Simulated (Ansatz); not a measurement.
# SiPH2+ (quintet): from Hartree-Fock to the top rungs, cc-pVDZ

Aim: climb from Hartree-Fock through coupled cluster and multireference methods for SiPH2+ (quintet) at one geometry and basis, and see what each rung misses.

Computed with Ansatz 0.2.0, Gaussian basis. Level: cc-pVDZ, core rule «outside noble gas», up to 10 orbitals frozen.

The runs, in order: UHF; CCSD(T) on ROHF; CCSD(T) on UHF; BCCD(T) on ROHF; CISD; CCSDT(Q) on ROHF; CCSDT(Q) on UHF; CASSCF and MRCISD+Q, 10 electrons in 10 orbitals; CASSCF and NEVPT2, 10 electrons in 10 orbitals.

24 further runs of the same task are left out: 8 that didn't finish, 16 set aside as unsound or not needed.

### 1 The geometry

The geometry is a PBE0/def2-TZVP stationary point (not a proven minimum) of the parent state, kept for this charge and spin.

4 atoms, charge 1, spin multiplicity 5.

Atoms are counted from 1 here; the program's logs count them from 0.

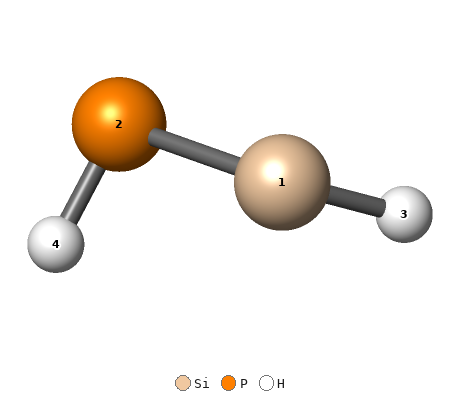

The geometry (silicon light orange, phosphorus orange, hydrogen white); atoms are numbered from 1 in the order of the file.

Coordinates:

```xyz
4
charge 1, multiplicity 5
Si   -0.0600   -0.0833    1.1792
P     0.0003    0.0905   -1.0882
H     0.9952    0.6913    1.9103
H     0.6663   -1.1489   -1.3278
```

In the tables R marks a restricted open-shell determinant and U an unrestricted one; 'valence' is the active space of 10 electrons in 10 orbitals; energies count from the table's Hartree-Fock row.

### 2 UHF

in.yaml reads:

```yaml
crystal:
  periodic: [false, false, false]
  atoms:
    - {symbol: Si, position_ang: [-0.059994, -0.083342, 1.179230]}
    - {symbol: P, position_ang: [0.000332, 0.090462, -1.088224]}
    - {symbol: H, position_ang: [0.995175, 0.691262, 1.910267]}
    - {symbol: H, position_ang: [0.666308, -1.148881, -1.327757]}
basis:
  gaussian: {orbitals: cc-pVDZ}
total_charge: 1
magnetization: {spin_polarized: true, initial_magnetization: 4}
hamiltonian: {xc: hf}
output: {orbitals: {seedname: orbitals}}
```

Started as:

```console
ansatz run in.yaml --threads 1 --pin off --events-out ev --progress --plain --max-ram 2393MiB
```

Standard output:

```text
Functional definition: HF
  name "HF"
  cite "Fock, Z. Phys. 61, 126 (1930) doi:10.1007/BF01340294"
  parent pbe
  exchange = exact_x
  correlation = 0
466 factors; integrals over basis functions are off by at most 1.0e-3 eV
mean field evaluation 1: about -17153.2480 eV, gradient 8.1e0 eV
mean field evaluation 2: about -17153.2544 eV, gradient 8.1e0 eV
mean field evaluation 4: about -17154.3362 eV, gradient 1.2e0 eV
mean field evaluation 8: about -17154.3925 eV, gradient 1.6e-1 eV
mean field -17154.39407008 eV, -630.4123544097 hartree, gradient 2.4e-5 eV, S^2 6.012583; 0 other end points of the search recorded, 0 dependent functions left out
reference -17154.39407008 eV, -630.4123544097 hartree; 17, 13 occupied and 29, 33 virtual orbitals, 466 factors
Total energy: -17154.39407008 eV, -630.4123544097 hartree
```

It took 0.42 s on 1 thread of Arm Neoverse V1, shared host.

From the report: ⟨S²⟩ of the determinant 6.013 (pure quintet: 6.00).

### 3 CCSD(T) on ROHF

Edit in.yaml of step 2 so:

```diff
@@ -10,4 +10,3 @@
 total_charge: 1
-magnetization: {spin_polarized: true, initial_magnetization: 4}
-hamiltonian: {xc: hf}
-output: {orbitals: {seedname: orbitals}}
+magnetization: {spin_polarized: false, initial_magnetization: 4}
+correlation: {method: ccsd_t, electrons: outside_noble_gas}
```

The command is unchanged.

Standard output, shortened:

```text
Functional definition: HF
  name "HF"
  cite "Fock, Z. Phys. 61, 126 (1930) doi:10.1007/BF01340294"
  parent pbe
[...]
466 factors; integrals over basis functions are off by at most 1.0e-3 eV
[...]
mean field -17154.26944800 eV, -630.4077746325 hartree, gradient 2.6e-6 eV, S^2 6.000000; 1 other end points of the search recorded, 0 dependent functions left out
determinant -17154.26944800 eV, -630.4077746325 hartree, with singles and doubles -17159.00850054 eV, -630.5819316011 hartree
determinant -17151.62693040 eV, -630.3106639019 hartree, with singles and doubles -17156.82435048 eV, -630.5016655668 hartree
10 core orbitals not correlated: weight in the atoms' cores, before any rotation towards them, 1.000 or more for the frozen orbitals, at most 0.000 for the correlated occupied ones
reference -17154.26944800 eV, -630.4077746325 hartree; 7, 3 occupied and 29, 33 virtual orbitals, 466 factors
second order -3.66197198 eV of doubles, -0.07872578 eV of singles
cycle   1  -4.73935551 eV  change   -3.0e-4 eV  update   2.9e-3
[...]
cycle   9  -4.74186652 eV  change   -2.1e-6 eV  update   6.5e-6
perturbative correction -0.13873231 eV, -0.0050983183 hartree
Total energy: -17159.15004683 eV, -630.5871333313 hartree
```

Wall time 1.7 s (1 thread of Arm Neoverse V1, shared host).

From the report: correlation -4.8806 eV; T1 0.035; largest double amplitude 0.04.

### 4 CCSD(T) on UHF

Edit in.yaml of step 3 so:

```diff
@@ -10,3 +10,3 @@
 total_charge: 1
-magnetization: {spin_polarized: false, initial_magnetization: 4}
+magnetization: {spin_polarized: true, initial_magnetization: 4}
 correlation: {method: ccsd_t, electrons: outside_noble_gas}
```

The command is unchanged.

Standard output, shortened:

```text
Functional definition: HF
  name "HF"
  cite "Fock, Z. Phys. 61, 126 (1930) doi:10.1007/BF01340294"
  parent pbe
[...]
466 factors; integrals over basis functions are off by at most 1.0e-3 eV
[...]
mean field -17154.39407008 eV, -630.4123544097 hartree, gradient 8.6e-6 eV, S^2 6.012583; 1 other end points of the search recorded, 0 dependent functions left out
determinant -17154.39407008 eV, -630.4123544097 hartree, with singles and doubles -17159.01320295 eV, -630.5821044114 hartree
determinant -17151.85331692 eV, -630.3189834532 hartree, with singles and doubles -17156.82634179 eV, -630.5017387462 hartree
10 core orbitals not correlated: weight in the atoms' cores, before any rotation towards them, 1.000 or more for the frozen orbitals, at most 0.000 for the correlated occupied ones
reference -17154.39407008 eV, -630.4123544097 hartree; 7, 3 occupied and 29, 33 virtual orbitals, 466 factors
second order -3.61882938 eV of doubles, -0.00000000 eV of singles
cycle   1  -4.61926650 eV  change   -1.3e-4 eV  update   2.5e-3
[...]
cycle   9  -4.62108006 eV  change    1.0e-6 eV  update   2.7e-6
perturbative correction -0.13568790 eV, -0.0049864382 hartree
Total energy: -17159.15083804 eV, -630.5871624079 hartree
```

It took 1.8 s on 1 thread of Arm Neoverse V1, shared host.

From the report: ⟨S²⟩ of the determinant 6.013 (pure quintet: 6.00); correlation -4.7568 eV; T1 0.027; largest double amplitude 0.04.

### 5 BCCD(T) on ROHF

Edit in.yaml of step 4 so:

```diff
@@ -10,3 +10,3 @@
 total_charge: 1
-magnetization: {spin_polarized: true, initial_magnetization: 4}
-correlation: {method: ccsd_t, electrons: outside_noble_gas}
+magnetization: {spin_polarized: false, initial_magnetization: 4}
+correlation: {method: bccd_t, electrons: outside_noble_gas}
```

Same command.

Standard output, shortened:

```text
Functional definition: HF
  name "HF"
  cite "Fock, Z. Phys. 61, 126 (1930) doi:10.1007/BF01340294"
  parent pbe
[...]
466 factors; integrals over basis functions are off by at most 1.0e-3 eV
[...]
mean field -17154.26944800 eV, -630.4077746325 hartree, gradient 2.6e-6 eV, S^2 6.000000; 1 other end points of the search recorded, 0 dependent functions left out
determinant -17154.26944800 eV, -630.4077746325 hartree, with singles and doubles -17159.00850054 eV, -630.5819316011 hartree
determinant -17151.62693040 eV, -630.3106639019 hartree, with singles and doubles -17156.82435048 eV, -630.5016655668 hartree
10 core orbitals not correlated: weight in the atoms' cores, before any rotation towards them, 1.000 or more for the frozen orbitals, at most 0.000 for the correlated occupied ones
reference -17154.26944800 eV, -630.4077746325 hartree; 7, 3 occupied and 29, 33 virtual orbitals, 466 factors
second order -3.66197198 eV of doubles, -0.07872578 eV of singles
cycle   1  -4.74391492 eV  change   -4.9e-3 eV  update   1.1e-2
[...]
cycle  11  -4.74015063 eV  change    4.2e-7 eV  update   6.1e-6
perturbative correction -0.14183257 eV, -0.0052122508 hartree
Total energy: -17159.15143120 eV, -630.5871842061 hartree
```

It took 2 s on 1 thread of Arm Neoverse V1, shared host.

From the report: correlation -4.8820 eV; largest double amplitude 0.04.

### 6 CISD

Edit in.yaml of step 5 so:

```diff
@@ -11,2 +11,2 @@
 magnetization: {spin_polarized: false, initial_magnetization: 4}
-correlation: {method: bccd_t, electrons: outside_noble_gas}
+correlation: {active_space: {ras: {orbitals: [3, 4, 29], electrons: 10, max_holes: 2, max_particles: 2}, fixed_orbitals: true}}
```

Launched as before.

Standard output:

```text
Functional definition: HF
  name "HF"
  cite "Fock, Z. Phys. 61, 126 (1930) doi:10.1007/BF01340294"
  parent pbe
  exchange = exact_x
  correlation = 0
466 factors; integrals over basis functions are off by at most 1.0e-3 eV
mean field evaluation 1: about -17153.1588 eV, gradient 8.5e0 eV
mean field evaluation 2: about -17153.1647 eV, gradient 8.5e0 eV
mean field evaluation 4: about -17154.2104 eV, gradient 1.4e0 eV
mean field evaluation 8: about -17154.2694 eV, gradient 6.4e-3 eV
mean field -17154.26944800 eV, -630.4077746325 hartree, gradient 2.6e-6 eV, S^2 6.000000; 0 other end points of the search recorded, 0 dependent functions left out
reference -17154.26944800 eV, -630.4077746325 hartree; 17, 13 occupied and 29, 33 virtual orbitals, 466 factors
state -17158.74125546 eV, -630.5721105254 hartree
Total energy: -17158.74125546 eV, -630.5721105254 hartree
```

It took 4.3 s on 1 thread of Arm Neoverse V1, shared host.

From the report: 204,510 determinants.

### 7 CCSDT(Q) on ROHF

Edit in.yaml of step 6 so:

```diff
@@ -11,2 +11,2 @@
 magnetization: {spin_polarized: false, initial_magnetization: 4}
-correlation: {active_space: {ras: {orbitals: [3, 4, 29], electrons: 10, max_holes: 2, max_particles: 2}, fixed_orbitals: true}}
+correlation: {method: ccsdt_q, electrons: outside_noble_gas}
```

Launched as before.

Standard output, shortened:

```text
Functional definition: HF
  name "HF"
  cite "Fock, Z. Phys. 61, 126 (1930) doi:10.1007/BF01340294"
  parent pbe
[...]
878 factors; integrals over basis functions are off by at most 1.6e-7 eV
[...]
mean field -17154.26951844 eV, -630.4077772211 hartree, gradient 2.6e-6 eV, S^2 6.000000; 1 other end points of the search recorded, 0 dependent functions left out
determinant -17154.26951844 eV, -630.4077772211 hartree, with singles and doubles -17159.00856244 eV, -630.5819338760 hartree
determinant -17151.62701017 eV, -630.3106668332 hartree, with singles and doubles -17156.82442587 eV, -630.5016683374 hartree
10 core orbitals not correlated: weight in the atoms' cores, before any rotation towards them, 1.000 or more for the frozen orbitals, at most 0.000 for the correlated occupied ones
reference -17154.26951844 eV, -630.4077772211 hartree; 7, 3 occupied and 29, 33 virtual orbitals, 878 factors
second order -3.66198613 eV of doubles, -0.07872575 eV of singles
cycle   1  -4.42639614 eV  change   -6.8e-1 eV  update   7.7e-2
[...]
cycle  19  -4.91866578 eV  change   -9.0e-7 eV  update   6.3e-7
perturbative correction -0.00630803 eV, -0.0002318156 hartree
Total energy: -17159.19449224 eV, -630.5887666701 hartree
```

It took 27 s on 1 thread of Arm Neoverse V1, shared host; peak memory 0.31 GiB.

From the report: correlation -4.9250 eV; T1 0.038; largest double amplitude 0.04.

### 8 CCSDT(Q) on UHF

Edit in.yaml of step 7 so:

```diff
@@ -10,3 +10,3 @@
 total_charge: 1
-magnetization: {spin_polarized: false, initial_magnetization: 4}
+magnetization: {spin_polarized: true, initial_magnetization: 4}
 correlation: {method: ccsdt_q, electrons: outside_noble_gas}
```

Launched as before.

Standard output, shortened:

```text
Functional definition: HF
  name "HF"
  cite "Fock, Z. Phys. 61, 126 (1930) doi:10.1007/BF01340294"
  parent pbe
[...]
878 factors; integrals over basis functions are off by at most 1.6e-7 eV
[...]
mean field -17154.39414065 eV, -630.4123570030 hartree, gradient 8.4e-6 eV, S^2 6.012583; 1 other end points of the search recorded, 0 dependent functions left out
determinant -17154.39414065 eV, -630.4123570030 hartree, with singles and doubles -17159.01326557 eV, -630.5821067129 hartree
determinant -17151.85339842 eV, -630.3189864480 hartree, with singles and doubles -17156.82641739 eV, -630.5017415244 hartree
10 core orbitals not correlated: weight in the atoms' cores, before any rotation towards them, 1.000 or more for the frozen orbitals, at most 0.000 for the correlated occupied ones
reference -17154.39414065 eV, -630.4123570030 hartree; 7, 3 occupied and 29, 33 virtual orbitals, 878 factors
second order -3.61884296 eV of doubles, -0.00000000 eV of singles
cycle   1  -4.30372466 eV  change   -6.8e-1 eV  update   7.7e-2
[...]
cycle  19  -4.79486782 eV  change   -9.4e-7 eV  update   6.3e-7
perturbative correction -0.00642079 eV, -0.0002359596 hartree
Total energy: -17159.19542925 eV, -630.5888011047 hartree
```

It took 25 s on 1 thread of Arm Neoverse V1, shared host; peak memory 0.28 GiB.

From the report: ⟨S²⟩ of the determinant 6.013 (pure quintet: 6.00); correlation -4.8013 eV; T1 0.030; largest double amplitude 0.04.

### 9 CASSCF and MRCISD+Q, 10 electrons in 10 orbitals

Edit in.yaml of step 8 so:

```diff
@@ -10,3 +10,3 @@
 total_charge: 1
-magnetization: {spin_polarized: true, initial_magnetization: 4}
-correlation: {method: ccsdt_q, electrons: outside_noble_gas}
+magnetization: {spin_polarized: false, initial_magnetization: 4}
+correlation: {method: fic_mrcisd_q, electrons: outside_noble_gas, active_space: {window: {electrons: 10, orbitals: 10}, shells: [{species: H, l: s, shell: 1}, {species: P, l: s, shell: 3}, {species: P, l: p, shell: 3}, {species: Si, l: s, shell: 3}, {species: Si, l: p, shell: 3}]}}
```

Launched as before.

Standard output, shortened:

```text
Functional definition: HF
  name "HF"
  cite "Fock, Z. Phys. 61, 126 (1930) doi:10.1007/BF01340294"
  parent pbe
[...]
878 factors; integrals over basis functions are off by at most 1.6e-7 eV
[...]
mean field -17154.26951844 eV, -630.4077772211 hartree, gradient 2.6e-6 eV, S^2 6.000000; 0 other end points of the search recorded, 0 dependent functions left out
reference -17154.26951844 eV, -630.4077772211 hartree; 17, 13 occupied and 29, 33 virtual orbitals, 878 factors
state -17155.65320482 eV, -630.4586267578 hartree
contracted CI cycle   1: correlation 0.00000000 eV, 0.0000000000 hartree, residual 1.29e1 eV
contracted CI cycle   2: correlation -3.13271935 eV, -0.1151253128 hartree, residual 2.60e0 eV
contracted CI cycle   3: correlation -3.25598384 eV, -0.1196551991 hartree, residual 5.01e-1 eV
contracted CI cycle   4: correlation -3.26062506 eV, -0.1198257607 hartree, residual 1.16e-1 eV
contracted CI cycle   5: correlation -3.26086543 eV, -0.1198345941 hartree, residual 2.79e-2 eV
contracted CI cycle   6: correlation -3.26087967 eV, -0.1198351176 hartree, residual 7.08e-3 eV
contracted CI cycle   7: correlation -3.26088059 eV, -0.1198351515 hartree, residual 1.85e-3 eV
contracted CI cycle   8: correlation -3.26088066 eV, -0.1198351538 hartree, residual 5.04e-4 eV
state -17155.65320482 eV, -630.4586267578 hartree; corrected -17159.15155545 eV, -630.5871887722 hartree
Total energy: -17159.15155545 eV, -630.5871887722 hartree
Checks for a lower state left out: starts, orbital_swaps
```

It took 12 s on 1 thread of Arm Neoverse V1, shared host; peak memory 0.81 GiB.

From the report: 14,400 determinants; active occupations 1.98, 1.97, 1.96, 1.01, 1.00, 1.00, 1.00, 0.03, 0.03, 0.02.

### 10 CASSCF and NEVPT2, 10 electrons in 10 orbitals

in.yaml reads:

```yaml
crystal:
  periodic: [false, false, false]
  atoms:
    - {symbol: Si, position_ang: [-0.059994, -0.083342, 1.179230]}
    - {symbol: P, position_ang: [0.000332, 0.090462, -1.088224]}
    - {symbol: H, position_ang: [0.995175, 0.691262, 1.910267]}
    - {symbol: H, position_ang: [0.666308, -1.148881, -1.327757]}
basis:
  gaussian: {orbitals: cc-pVDZ}
total_charge: 1
magnetization: {spin_polarized: false, initial_magnetization: 4}
correlation: {method: sc_nevpt2, electrons: outside_noble_gas, active_space: {window: {electrons: 10, orbitals: 10}, shells: [{species: H, l: s, shell: 1}, {species: P, l: s, shell: 3}, {species: P, l: p, shell: 3}, {species: Si, l: s, shell: 3}, {species: Si, l: p, shell: 3}]}}
```

Same command.

Standard output:

```text
Functional definition: HF
  name "HF"
  cite "Fock, Z. Phys. 61, 126 (1930) doi:10.1007/BF01340294"
  parent pbe
  exchange = exact_x
  correlation = 0
878 factors; integrals over basis functions are off by at most 1.6e-7 eV
mean field evaluation 1: about -17153.1598 eV, gradient 8.5e0 eV
mean field evaluation 2: about -17153.1645 eV, gradient 8.5e0 eV
mean field evaluation 4: about -17154.2106 eV, gradient 1.4e0 eV
mean field evaluation 8: about -17154.2695 eV, gradient 6.4e-3 eV
mean field -17154.26951844 eV, -630.4077772211 hartree, gradient 2.6e-6 eV, S^2 6.000000; 0 other end points of the search recorded, 0 dependent functions left out
reference -17154.26951844 eV, -630.4077772211 hartree; 17, 13 occupied and 29, 33 virtual orbitals, 878 factors
state -17155.65320482 eV, -630.4586267578 hartree
state -17155.65320482 eV, -630.4586267578 hartree; corrected -17158.21479235 eV, -630.5527633633 hartree
Total energy: -17158.21479235 eV, -630.5527633633 hartree
Checks for a lower state left out: starts, orbital_swaps
```

It took 4.1 s on 1 thread of Arm Neoverse V1, shared host.

From the report: 14,400 determinants; active occupations 1.98, 1.97, 1.96, 1.01, 1.00, 1.00, 1.00, 0.03, 0.03, 0.02.

### 11 How many determinants matter

Natural occupations of the CASSCF valence state about the gap (report; correlated orbitals 1 to 10): 1.983, 1.973, 1.964, 1.007, 1.000, 0.999, 0.998, 0.031, 0.028, 0.018. The count of effectively unpaired electrons, Σ n²(2 − n)², is 4.02; a single determinant of this spin has 4.

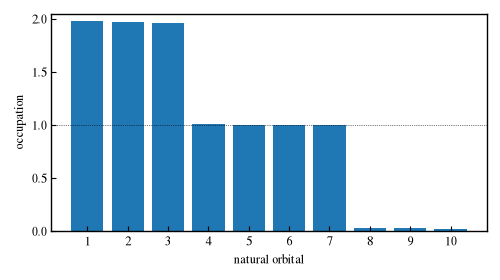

Natural occupations of the CASSCF valence state.

### 12 The ladder

The yardstick is UCCSDT(Q), where the cluster series has nearly closed. Rows without a time come out of other runs: HF, MP2 and CCSD of CCSD(T), CCSDT of CCSDT(Q), CASSCF and MRCISD of the multireference runs.

Differences are taken before rounding.

| method | energy from the lowest RHF (kJ/mol) | from UCCSDT(Q) (kJ/mol) | time |
| --- | --- | --- | --- |
| RHF | 0.0 | +475.3 |  |
| UHF | -12.0 | +463.3 |  |
| RMP2 | -360.9 | +114.4 |  |
| UMP2 | -361.2 | +114.1 |  |
| CISD | -431.5 | +43.8 | 4.3 s |
| RCCSD | -457.5 | +17.8 |  |
| UCCSD | -457.9 | +17.4 |  |
| RCCSD(T) | -470.9 | +4.4 | 1.7 s |
| UCCSD(T) | -471.0 | +4.3 | 1.8 s |
| BCCD(T) | -471.0 | +4.2 | 2 s |
| RCCSDT | -474.6 | +0.7 |  |
| UCCSDT | -474.7 | +0.6 |  |
| RCCSDT(Q) | -475.2 | +0.1 | 27 s |
| UCCSDT(Q) | -475.3 | 0 | 25 s |
| CASSCF valence | -133.5 | +341.8 |  |
| NEVPT2 valence | -380.7 | +94.6 | 4.1 s |
| MRCISD valence | -448.1 | +27.1 |  |
| MRCISD+Q valence | -471.1 | +4.2 | 12 s |

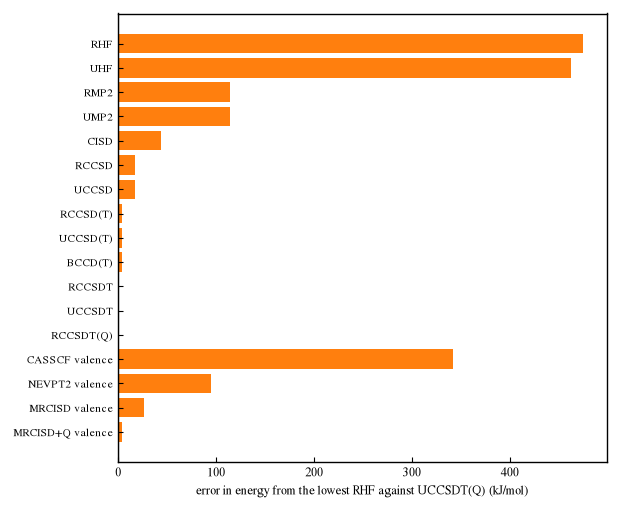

Error of each method against UCCSDT(Q).

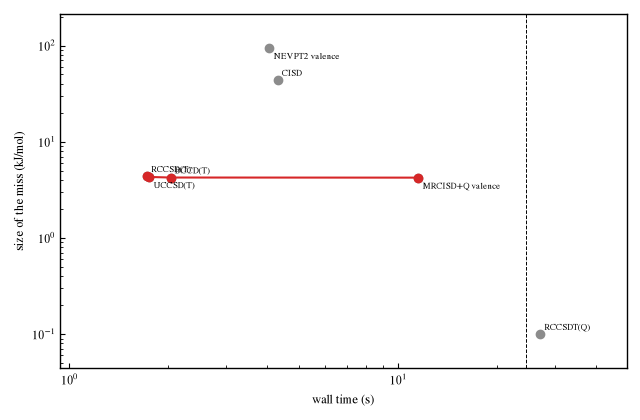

Miss against cost. Red marks the levels that no quicker level drawn beats (of those quicker than the yardstick), and the dashed line is the time of UCCSDT(Q). Misses under 0.1 kJ/mol are drawn at that value. Times are from a shared host.

### 13 Summary of results

| quantity | value |
| --- | --- |
| UCCSDT(Q) below the RHF energy | -4.9260 eV |
| RMP2 from UCCSDT(Q) | +114.4 kJ/mol |
| UMP2 from UCCSDT(Q) | +114.1 kJ/mol |
| RCCSD from UCCSDT(Q) | +17.8 kJ/mol |
| RCCSD(T) from UCCSDT(Q) | +4.4 kJ/mol |
| UCCSD(T) from UCCSDT(Q) | +4.3 kJ/mol |
| RCCSDT(Q) from UCCSDT(Q) | +0.1 kJ/mol |
| NEVPT2 valence from UCCSDT(Q) | +94.6 kJ/mol |
| MRCISD+Q valence from UCCSDT(Q) | +4.2 kJ/mol |
| levels within 1 kcal/mol (43 meV) | RCCSDT, UCCSDT, RCCSDT(Q) |
| T1 diagnostic | 0.035 |
| effectively unpaired electrons | 4.02 |

RCCSD(T) misses by +4.4 kJ/mol, 0.9 % of the correlation energy. One determinant dominates. Of the multireference levels listed MRCISD+Q valence comes nearest in total energy (+4.2 kJ/mol), which doesn't show that its space is the better one. These misses are within one basis, not against nature; the frozen cores of restricted and unrestricted runs differ, which can shift their rows.

MRCISD+Q valence reaches 4.2 kJ/mol from the reference in 12 s, where UCCSDT(Q) took 25 s; the quickest level in the cost chart, RCCSD(T), takes 1.7 s and misses by 4.4 kJ/mol.
